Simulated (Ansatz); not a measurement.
**GeH4O: molecular dynamics**

Aim: follow the molecule's vibrations and see whether its bonds hold. The start is relaxed first. Runs: 250 steps of 0.5 fs at constant energy, with velocities drawn for 300 K; 40 steps of 3 fs under a Langevin thermostat at 500 K. SMILES of the start: [OH][GeH3].

Program: Ansatz 0.2.0. Level of theory: RKS B3LYP/def2-SVP. These are calculated values, not measurements.

**1. Starting point**

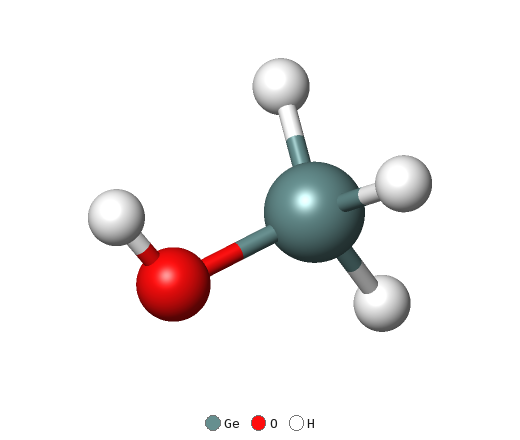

Start, viewed from a chosen angle; germanium teal, oxygen red, hydrogen white.

Coordinates:

```xyz
6

Ge    0.0000    0.0000    0.0000
O     0.0000    0.0000    1.7700
H    -0.9095   -0.2814    2.1071
H     1.4616    0.0000   -0.5162
H    -0.7300    1.2648   -0.5162
H    -0.7300   -1.2648   -0.5162
```

**2. Relaxing the start**

Contents of input.yaml:

```yaml
crystal:
  periodic: [false, false, false]
  atoms:
    - { symbol: Ge, position_ang: [0.0, 0.0, 0.0] }
    - { symbol: O, position_ang: [0.0, 0.0, 1.77] }
    - { symbol: H, position_ang: [-0.9095, -0.2814, 2.1071] }
    - { symbol: H, position_ang: [1.4616, 0.0, -0.5162] }
    - { symbol: H, position_ang: [-0.73, 1.2648, -0.5162] }
    - { symbol: H, position_ang: [-0.73, -1.2648, -0.5162] }
basis:
  gaussian: { orbitals: def2-SVP }
hamiltonian:
  xc: b3lyp
relax:
  f_tol: 0.02
  max_steps: 40
```

The run is started by

```console
$ ansatz run input.yaml --threads 1 --pin off --max-ram 2048MiB --backend cpu --events-out ev --progress --plain --runs-dir out
```

The log of the run, cut to the lines that bear on the results:

```text
Warning: RAYON_NUM_THREADS=1 ignored (pool sized by the plan → 1); use --threads N
[...]
Functional definition: B3LYP
[...]
701 factors; integrals over basis functions are off by at most 3.6e-4 eV
[...]
mean field -58623.06130195 eV, -2154.3577667084 hartree, gradient 6.3e-5 eV, S^2 0.000000; 0 other end points of the search recorded, 0 dependent functions left out
[...]
reference -58623.06151600 eV, -2154.3577745749 hartree; 22, 22 occupied and 44, 44 virtual orbitals, 701 factors
relax step   1: F+E_penalty+E_count = -58623.06130195 eV  Δ(F+E_penalty+E_count) = +0.000e0 eV  max|allowed force component| = 1.767e0 eV/Å  Δτ_max = 0.0000 Å  (22 SCF iters, accepted)
[...]
relax step   5: F+E_penalty+E_count = -58623.13561411 eV  Δ(F+E_penalty+E_count) = -1.294e-4 eV  max|allowed force component| = 3.552e-2 eV/Å  Δτ_max = 0.0197 Å  (23 SCF iters, accepted)
[...]
relax step   6: F+E_penalty+E_count = -58623.13572621 eV  Δ(F+E_penalty+E_count) = -1.121e-4 eV  max|allowed force component| = 1.815e-3 eV/Å  Δτ_max = 0.0087 Å  (24 SCF iters, accepted)
701 factors; integrals over basis functions are off by at most 3.6e-4 eV
mean field -58623.13572621 eV, -2154.3605017496 hartree, gradient 3.6e-5 eV, S^2 0.000000; 1 other end points of the search recorded, 0 dependent functions left out
[...]
reference -58623.13593892 eV, -2154.3605095664 hartree; 22, 22 occupied and 44, 44 virtual orbitals, 701 factors
Total energy: -58623.13593892 eV, -2154.3605095664 hartree
Atom 0 at    -0.023954    -0.025427    -0.030574 Å, force     0.001551    -0.000232    -0.000417 eV/Å
Atom 1 at     0.016075    -0.102055     1.760023 Å, force    -0.001815    -0.000642    -0.000878 eV/Å
Atom 2 at    -0.865926    -0.141239     2.152134 Å, force     0.000798     0.000765     0.000400 eV/Å
Atom 3 at     1.456120     0.018961    -0.437986 Å, force    -0.000569     0.000355    -0.000122 eV/Å
Atom 4 at    -0.767960     1.246363    -0.503243 Å, force     0.000031    -0.000588     0.000679 eV/Å
Atom 5 at    -0.722255    -1.278002    -0.611855 Å, force     0.000005     0.000342     0.000338 eV/Å
Dipole moment:    -0.283445    -0.001914    -0.121820 e Å
```

Wall time 12 s (1 thread of Arm Neoverse V1, shared host); peak memory 0.12 GiB.

The steps of the relaxation:

```csv
step,energy from step 1 (eV),largest force component (eV/Å)
1,0.0000,1.7667
2,-0.0628,0.6920
3,-0.0714,0.0962
4,-0.0742,0.0243
5,-0.0743,0.0355
6,-0.0744,0.0018
```

Step 1 is the start.

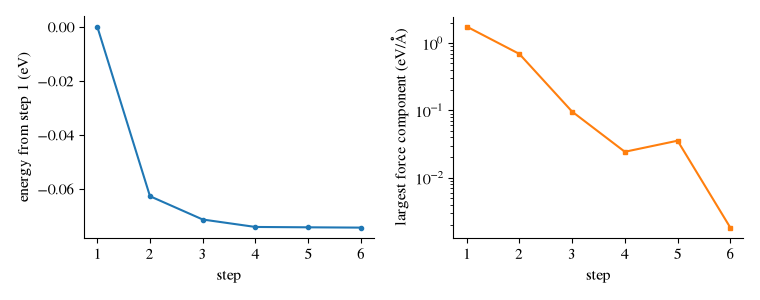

Energy and largest force along the relaxation.

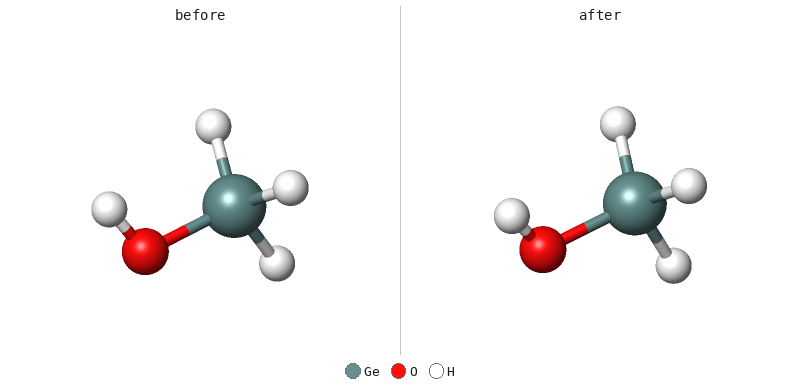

Before and after, at one scale.

After: Bond lengths: Ge1–O2 1.793 Å, O2–H3 0.966 Å, Ge1–H4 1.536 Å, Ge1–H5 1.547 Å, Ge1–H6 1.547 Å. Angles: Ge1–O2–H3 112.8°, O2–Ge1–H4 104.2°, O2–Ge1–H5 110.5°, O2–Ge1–H6 110.5°, H4–Ge1–H5 111.0°, H4–Ge1–H6 111.0°, H5–Ge1–H6 109.5°.

**3. Run 1**

250 steps of 0.5 fs at constant energy, with velocities drawn for 300 K, from the relaxed start.

Contents of input.yaml:

```yaml
crystal:
  periodic: [false, false, false]
  atoms:
    - { symbol: Ge, position_ang: [-0.023954, -0.025427, -0.030574] }
    - { symbol: O, position_ang: [0.016075, -0.102055, 1.760023] }
    - { symbol: H, position_ang: [-0.865926, -0.141239, 2.152134] }
    - { symbol: H, position_ang: [1.45612, 0.018961, -0.437986] }
    - { symbol: H, position_ang: [-0.76796, 1.246363, -0.503243] }
    - { symbol: H, position_ang: [-0.722255, -1.278002, -0.611855] }
basis:
  gaussian: { orbitals: def2-SVP }
hamiltonian:
  xc: b3lyp
md:
  timestep: 0.5
  n_steps: 250
  ensemble: nve
  temperature: 300.0
  initial_velocities: maxwell_boltzmann
  seed: 974935
```

The run is started by

```console
$ ansatz run input.yaml --threads 1 --pin off --max-ram 2048MiB --backend cpu --events-out ev --progress --plain --runs-dir out
```

The log of the run, cut to the lines that bear on the results:

```text
Warning: RAYON_NUM_THREADS=1 ignored (pool sized by the plan → 1); use --threads N
[...]
[... 1 set-up line as earlier in the session ...]
[...]
702 factors; integrals over basis functions are off by at most 3.5e-4 eV
[...]
mean field -58623.13572891 eV, -2154.3605018490 hartree, gradient 6.3e-5 eV, S^2 0.000000; 0 other end points of the search recorded, 0 dependent functions left out
[...]
reference -58623.13594102 eV, -2154.3605096436 hartree; 22, 22 occupied and 44, 44 virtual orbitals, 702 factors
md step     0: t =     0.00 fs  T =   300.0 K  F+E_penalty+E_count = -58623.13572891 eV  E_kin = 0.155112 eV  conserved = -58622.98061691 eV  (22 SCF iters)
[...]
md step    18: t =     9.00 fs  T =   105.0 K  F+E_penalty+E_count = -58623.03466440 eV  E_kin = 0.054275 eV  conserved = -58622.98038891 eV  (23 SCF iters)
[...]
md step    36: t =    18.00 fs  T =   184.8 K  F+E_penalty+E_count = -58623.07574387 eV  E_kin = 0.095527 eV  conserved = -58622.98021699 eV  (24 SCF iters)
[...]
md step    54: t =    27.00 fs  T =    56.1 K  F+E_penalty+E_count = -58623.00894437 eV  E_kin = 0.029014 eV  conserved = -58622.97993057 eV  (22 SCF iters)
[...]
md step    72: t =    36.00 fs  T =   157.6 K  F+E_penalty+E_count = -58623.06160674 eV  E_kin = 0.081480 eV  conserved = -58622.98012627 eV  (25 SCF iters)
md step    73: t =    36.50 fs  T =   174.9 K  F+E_penalty+E_count = -58623.07059861 eV  E_kin = 0.090405 eV  conserved = -58622.98019325 eV  (25 SCF iters)
md step    74: t =    37.00 fs  T =   194.0 K  F+E_penalty+E_count = -58623.08058112 eV  E_kin = 0.100303 eV  conserved = -58622.98027826 eV  (25 SCF iters)
```

**4. The log goes on: dynamics from the start**

Output, continued, cut to the lines that bear on the results:

```text
md step    75: t =    37.50 fs  T =   212.4 K  F+E_penalty+E_count = -58623.09021374 eV  E_kin = 0.109841 eV  conserved = -58622.98037239 eV  (25 SCF iters)
[...]
md step    99: t =    49.50 fs  T =    87.8 K  F+E_penalty+E_count = -58623.02546517 eV  E_kin = 0.045390 eV  conserved = -58622.98007498 eV  (22 SCF iters)
[...]
md step   123: t =    61.50 fs  T =   150.9 K  F+E_penalty+E_count = -58623.05844171 eV  E_kin = 0.078010 eV  conserved = -58622.98043174 eV  (23 SCF iters)
[...]
md step   147: t =    73.50 fs  T =   187.2 K  F+E_penalty+E_count = -58623.07688198 eV  E_kin = 0.096803 eV  conserved = -58622.98007921 eV  (25 SCF iters)
[...]
md step   170: t =    85.00 fs  T =   139.0 K  F+E_penalty+E_count = -58623.05226867 eV  E_kin = 0.071872 eV  conserved = -58622.98039681 eV  (24 SCF iters)
md step   171: t =    85.50 fs  T =   151.3 K  F+E_penalty+E_count = -58623.05869021 eV  E_kin = 0.078233 eV  conserved = -58622.98045691 eV  (24 SCF iters)
```

**5. The output, continued: dynamics from the start**

Output, continued, cut to the lines that bear on the results:

```text
md step   172: t =    86.00 fs  T =   157.5 K  F+E_penalty+E_count = -58623.06193392 eV  E_kin = 0.081455 eV  conserved = -58622.98047928 eV  (23 SCF iters)
[...]
md step   191: t =    95.50 fs  T =   171.0 K  F+E_penalty+E_count = -58623.06868104 eV  E_kin = 0.088432 eV  conserved = -58622.98024872 eV  (25 SCF iters)
[...]
md step   210: t =   105.00 fs  T =   114.8 K  F+E_penalty+E_count = -58623.03938171 eV  E_kin = 0.059332 eV  conserved = -58622.98004932 eV  (23 SCF iters)
[...]
md step   229: t =   114.50 fs  T =   123.3 K  F+E_penalty+E_count = -58623.04393006 eV  E_kin = 0.063758 eV  conserved = -58622.98017198 eV  (25 SCF iters)
[...]
md step   248: t =   124.00 fs  T =   174.0 K  F+E_penalty+E_count = -58623.07033369 eV  E_kin = 0.089952 eV  conserved = -58622.98038197 eV  (25 SCF iters)
md step   249: t =   124.50 fs  T =   182.8 K  F+E_penalty+E_count = -58623.07488585 eV  E_kin = 0.094514 eV  conserved = -58622.98037217 eV  (25 SCF iters)
[...]
md step   250: t =   125.00 fs  T =   187.8 K  F+E_penalty+E_count = -58623.07746394 eV  E_kin = 0.097110 eV  conserved = -58622.98035347 eV  (23 SCF iters)
Total energy: -58623.07767807 eV, -2154.3583685197 hartree
Atom 0 at    -0.023802    -0.026316    -0.033085 Å, force     0.144017     0.238319     0.023011 eV/Å
Atom 1 at     0.009538    -0.115843     1.772107 Å, force     0.042734    -0.065489    -0.242897 eV/Å
Atom 2 at    -0.788793     0.121648     2.269132 Å, force     0.078701    -0.050049    -0.405589 eV/Å
Atom 3 at     1.490488     0.056166    -0.451720 Å, force    -0.555585     0.046392     0.218456 eV/Å
Atom 4 at    -0.854150     1.219470    -0.501960 Å, force     0.260543    -0.184214     0.140217 eV/Å
Atom 5 at    -0.654747    -1.268304    -0.727261 Å, force     0.029590     0.015042     0.266802 eV/Å
Dipole moment:    -0.267302     0.088867    -0.073495 e Å
```

Wall time 7.1 min (1 thread of Arm Neoverse V1, shared host); peak memory 0.12 GiB.

**6. The trajectory**

The trajectory, every 10 steps (energies from step 0):

```csv
time (fs),T (K),potential energy change (meV/atom),total energy change (meV/atom)
0.0,300,0.0,0.00
5.0,121,15.5,0.09
10.0,63,20.5,0.07
15.0,183,10.1,0.02
20.0,172,11.1,0.09
25.0,164,11.8,0.04
30.0,128,14.8,0.04
35.0,136,14.2,0.09
40.0,208,8.0,0.02
45.0,92,18.0,0.06
50.0,86,18.5,0.10
55.0,269,2.7,0.01
60.0,146,13.4,0.06
65.0,39,22.6,0.09
70.0,214,7.4,0.01
75.0,201,8.6,0.07
80.0,127,15.0,0.07
85.0,139,13.9,0.04
90.0,145,13.4,0.09
95.0,193,9.3,0.05
100.0,136,14.1,0.05
105.0,115,16.1,0.09
110.0,211,7.7,0.04
115.0,129,14.8,0.06
120.0,54,21.3,0.10
125.0,188,9.7,0.04
```

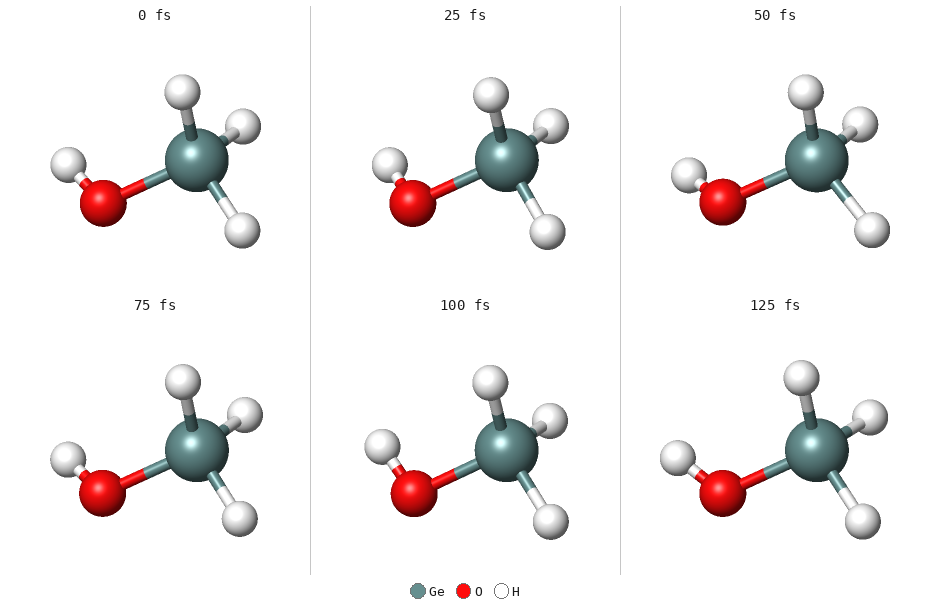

Six frames of the run, seen from a chosen angle. Sticks join atoms within a bonding distance in each frame.

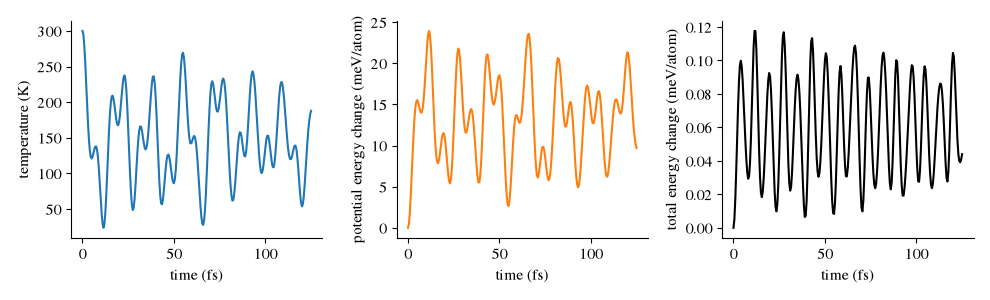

Time series of the run, each on its own scale.

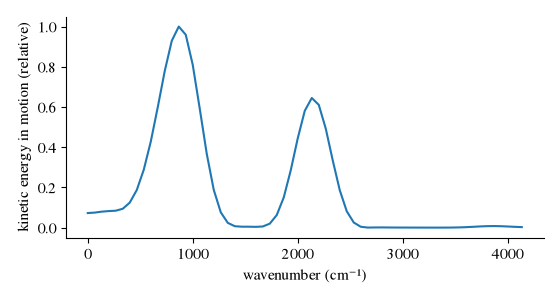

Power spectrum of the mass-weighted velocities; a run of 125 fs resolves no finer than about 530 cm⁻¹.

Maxima of the velocity power spectrum (cm⁻¹, relative height; resolution about 530 cm⁻¹): 870 (100), 2130 (64).

**7. Snapshots as a file**

Positions (Å) and forces (eV/Å):

```xyz
6
time_fs=15.5 T=200 dE=0.0520
Ge   -0.024   -0.027   -0.026   -0.173    0.133   -0.572
O     0.007   -0.086    1.739    0.525   -0.029    0.474
H    -0.763   -0.281    2.277   -0.364   -0.050   -0.189
H     1.462   -0.012   -0.428   -0.025    0.040    0.061
H    -0.744    1.260   -0.511    0.058   -0.043    0.049
H    -0.721   -1.238   -0.699   -0.021   -0.050    0.176
6
time_fs=31.0 T=160 dE=0.0726
Ge   -0.025   -0.026   -0.034    0.491    0.237    0.394
O     0.022   -0.085    1.779   -0.503   -0.104   -0.585
H    -0.878   -0.378    1.989    0.123    0.046    0.545
H     1.470    0.001   -0.403   -0.099   -0.073   -0.174
H    -0.710    1.288   -0.503   -0.033   -0.201   -0.034
H    -0.767   -1.298   -0.510    0.021    0.095   -0.146
6
time_fs=47.0 T=126 dE=0.0899
Ge   -0.019   -0.023   -0.031   -0.542   -0.427   -0.009
O    -0.003   -0.092    1.766    0.509    0.215   -0.080
H    -0.775   -0.366    2.282   -0.031    0.026   -0.514
H     1.429   -0.073   -0.587   -0.147    0.124    0.400
H    -0.789    1.209   -0.575    0.160    0.084    0.176
H    -0.782   -1.265   -0.569    0.052   -0.022    0.028
6
time_fs=62.5 T=132 dE=0.0873
Ge   -0.028   -0.029   -0.026    0.901    0.593   -0.718
O     0.026   -0.077    1.740   -0.744   -0.424    0.664
H    -0.863   -0.348    2.022    0.264    0.117    0.413
H     1.500    0.026   -0.327   -0.356   -0.085   -0.257
H    -0.695    1.314   -0.444   -0.051   -0.244   -0.138
H    -0.729   -1.264   -0.640   -0.015    0.043    0.036
6
time_fs=78.0 T=219 dE=0.0423
Ge   -0.023   -0.025   -0.034   -0.120    0.121    0.261
O     0.009   -0.098    1.776    0.455    0.068   -0.488
H    -0.809   -0.213    2.271   -0.221   -0.004   -0.277
H     1.467    0.014   -0.480   -0.292   -0.012    0.232
H    -0.766    1.252   -0.550    0.135   -0.188    0.179
H    -0.731   -1.268   -0.636    0.043    0.014    0.094
6
time_fs=94.0 T=229 dE=0.0367
Ge   -0.023   -0.022   -0.032    0.392   -0.290   -0.027
O     0.016   -0.118    1.769    0.034    0.228   -0.342
H    -0.888   -0.017    2.089   -0.085   -0.021    0.255
H     1.482    0.004   -0.480   -0.545    0.087    0.159
H    -0.836    1.212   -0.527    0.180   -0.096    0.092
H    -0.707   -1.323   -0.527    0.024    0.091   -0.137
6
time_fs=109.5 T=222 dE=0.0403
Ge   -0.025   -0.029   -0.026    0.434    0.600   -0.801
O     0.013   -0.110    1.736    0.035   -0.156    0.729
H    -0.830    0.089    2.163   -0.017   -0.027   -0.029
H     1.487    0.136   -0.431   -0.543   -0.199    0.094
H    -0.788    1.277   -0.429    0.039   -0.290   -0.050
H    -0.678   -1.282   -0.664    0.053    0.073    0.058
6
time_fs=125.0 T=188 dE=0.0583
Ge   -0.024   -0.026   -0.033    0.144    0.238    0.023
O     0.009   -0.116    1.772    0.043   -0.066   -0.243
H    -0.789    0.122    2.269    0.079   -0.050   -0.406
H     1.490    0.056   -0.452   -0.556    0.046    0.218
H    -0.854    1.220   -0.502    0.261   -0.184    0.140
H    -0.655   -1.268   -0.727    0.030    0.015    0.267
```

On run 1: The temperature starts at 300 K and averages 145 K in the second half, where it ranges from 28 to 243 K. About half is expected from a start at a minimum: kinetic energy passes into potential energy until both shares match. The total energy strays from its start by at most 0.12 meV/atom, 0.9 % of the mean kinetic energy, which is good for a step of 0.5 fs. The bonding pattern survives the run.

**8. Run 2**

40 steps of 3 fs under a Langevin thermostat at 500 K, from the relaxed start.

Edit input.yaml of step 3 so:

```diff
@@ -14,7 +14,8 @@
 md:
-  timestep: 0.5
-  n_steps: 250
-  ensemble: nve
-  temperature: 300.0
+  timestep: 3.0
+  n_steps: 40
+  ensemble: nvt_langevin
+  temperature: 500.0
   initial_velocities: maxwell_boltzmann
-  seed: 974935
+  seed: 533053
+  friction: 0.005
```

The run is started by

```console
$ ansatz run input.yaml --threads 1 --pin off --max-ram 2048MiB --backend cpu --events-out ev --progress --plain --runs-dir out
```

The log of the run, cut to the lines that bear on the results:

```text
Warning: RAYON_NUM_THREADS=1 ignored (pool sized by the plan → 1); use --threads N
[...]
[... 1 set-up line as earlier in the session ...]
[...]
702 factors; integrals over basis functions are off by at most 3.5e-4 eV
[...]
mean field -58623.13572891 eV, -2154.3605018490 hartree, gradient 6.3e-5 eV, S^2 0.000000; 0 other end points of the search recorded, 0 dependent functions left out
[...]
reference -58623.13594102 eV, -2154.3605096436 hartree; 22, 22 occupied and 44, 44 virtual orbitals, 702 factors
md step     0: t =     0.00 fs  T =   416.7 K  F+E_penalty+E_count = -58623.13572891 eV  E_kin = 0.323150 eV  (22 SCF iters)
[...]
md step    10: t =    30.00 fs  T = 25477.0 K  F+E_penalty+E_count = -58617.25883772 eV  E_kin = 19.758918 eV  (30 SCF iters)
[...]
md step    20: t =    60.00 fs  T = 97837.0 K  F+E_penalty+E_count = -58613.94549314 eV  E_kin = 75.878495 eV  (70 SCF iters)
[...]
md step    30: t =    90.00 fs  T = 74208.6 K  F+E_penalty+E_count = -58614.88828256 eV  E_kin = 57.553192 eV  (37 SCF iters)
[...]
md step    39: t =   117.00 fs  T = 55033.4 K  F+E_penalty+E_count = -58614.11994455 eV  E_kin = 42.681705 eV  (60 SCF iters)
[...]
md step    40: t =   120.00 fs  T = 53069.3 K  F+E_penalty+E_count = -58614.05850399 eV  E_kin = 41.158436 eV  (229 SCF iters)
Total energy: -58614.05885060 eV, -2154.0269327234 hartree
Atom 0 at     0.678354    -0.193702     0.241728 Å, force     0.474550    -0.051851    -3.306655 eV/Å
Atom 1 at     1.377003    -0.492993    -1.765458 Å, force    -0.825103     0.403812     3.643783 eV/Å
Atom 2 at   -86.714940    34.988588    37.305840 Å, force     0.000117    -0.000047    -0.000053 eV/Å
Atom 3 at     0.114476     1.230136     0.040440 Å, force     0.105316     0.054466     0.065741 eV/Å
Atom 4 at     1.541559    -0.267838     1.524947 Å, force     0.355466    -0.123646    -0.441309 eV/Å
Atom 5 at    -0.498553    -1.162459     0.317686 Å, force    -0.110346    -0.282734     0.038493 eV/Å
Dipole moment:    -1.153202     0.468228     1.023500 e Å
```

It took 90 s on 1 thread of Arm Neoverse V1, shared host; peak memory 0.12 GiB.

**9. Frames and traces**

The trajectory, every 2 steps (energies from step 0):

```csv
time (fs),T (K),potential energy change (meV/atom)
0.0,417,0.0
6.0,282,22.0
12.0,157,42.0
18.0,212,74.0
24.0,469,327.5
30.0,25477,979.5
36.0,128156,1328.2
42.0,119949,1400.9
48.0,111401,1459.0
54.0,104245,1505.0
60.0,97837,1531.7
66.0,92586,1548.8
72.0,86620,1571.7
78.0,81282,1525.8
84.0,78813,1448.9
90.0,74209,1374.6
96.0,69355,1364.5
102.0,65594,1343.7
108.0,61629,1393.5
114.0,56845,1472.8
120.0,53069,1512.9
```

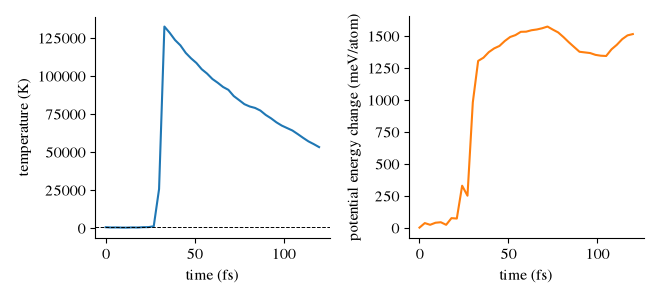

Traces against time; each panel has its own scale. The dashed line is the set temperature.

Bonds that form or break, judged by distance (formed within 1.15 times the sum of covalent radii and held on average over 12 fs, broken when stretched by half; pairs already stretched at the start don't count as bonds):

```csv
time (fs),bond,event
33.0,O2–H3,breaks
```

On run 2: The temperature runs away to 132301 K: the integration has become unstable, and nothing after that is physical.

**10. Results**

| quantity | value |
| --- | --- |
| relaxation of the start | 5 moves, 0.074 eV lower |
| run 1: length | 250 steps of 0.5 fs |
| run 1: temperature, first and last step | 300 and 188 K |
| run 1: temperature, second half | mean 145 K, from 28 to 243 K |
| run 1: potential energy, second half | +13 meV/atom from this run's first step |
| run 1: largest change of the total energy | 0.12 meV/atom |
| run 1: bonds formed or broken | 0 |
| run 2: length | 40 steps of 3 fs |
| run 2: temperature, first and last step | 417 and 53069 K |
| run 2: temperature, second half | mean 74385 K, from 53069 to 97837 K |
| run 2: potential energy, second half | +1459 meV/atom from this run's first step |
| run 2: bonds formed or broken | 1 |

**Reading.** Mean temperatures of the second halves: 145 K, none that means anything (unstable run). Bonds changed in run 2 (an artefact of the unstable or too long step). Averages from a run of 120 fs with 6 atoms are rough. The nuclei move classically, without zero-point motion, which matters most for hydrogen.
